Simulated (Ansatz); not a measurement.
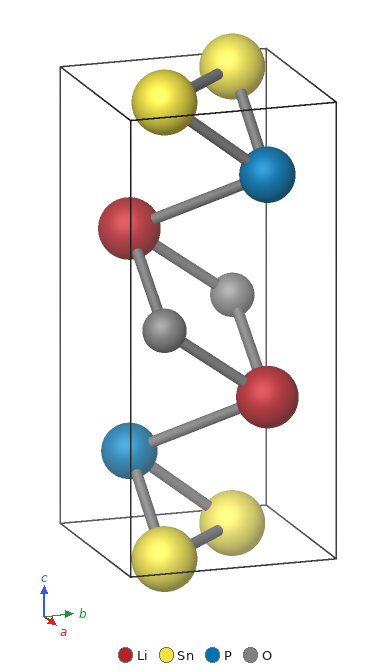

Figure: ball-and-stick view slightly off an axis. The simulation cell is drawn as a box.

```yaml
crystal:
  lattice:
    - [3.84304, 0.00000, 0.00000]
    - [0.00000, 3.84304, 0.00000]
    - [0.00000, 0.00000, 8.35861]
  atoms:
    - { symbol: Li, position: [0.25000, 0.25000, 0.66522] }
    - { symbol: Li, position: [0.75000, 0.75000, 0.33478] }
    - { symbol: Sn, position: [0.75000, 0.25000, 0.00000] }
    - { symbol: Sn, position: [0.25000, 0.75000, 0.00000] }
    - { symbol: P, position: [0.25000, 0.25000, 0.17820] }
    - { symbol: P, position: [0.75000, 0.75000, 0.82180] }
    - { symbol: O, position: [0.75000, 0.25000, 0.50000] }
    - { symbol: O, position: [0.25000, 0.75000, 0.50000] }
```

The numbers come from DFT, PAW plane waves, PBE, spin-orbit in Ansatz 0.2.0, using 420 eV cutoff, Brillouin-zone sampling on a 7×7×4 mesh, Fermi-Dirac smearing of 0.1 eV, no moments seeded, so the run stays non-magnetic, spinor wavefunctions. The pressure of the cell is 27 GPa.

**What charge does Bader's analysis assign to each element?**

Li +0.90 e; Sn +0.55 e; P -0.64 e; O -0.81 e.

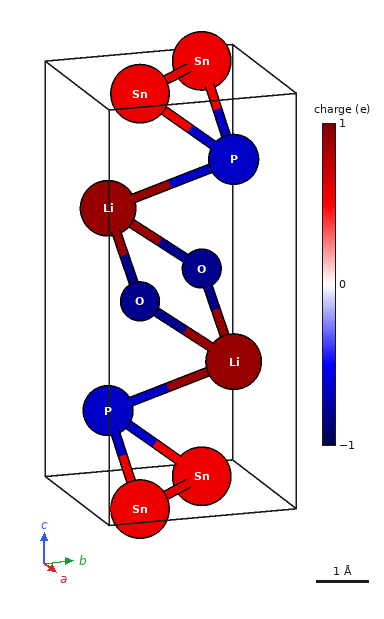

The atoms coloured by those charges.

The geometry is that of a generated cell, made by putting these elements into a known structure type (the compound may or may not exist in this form), without relaxation. A calculation with Ansatz used it as input.

At this level of theory the cell isn't at rest (compressed, at 27 GPa and forces up to 4.8 eV/Å), so its distances can differ from those at equilibrium, the more so the softer the solid.
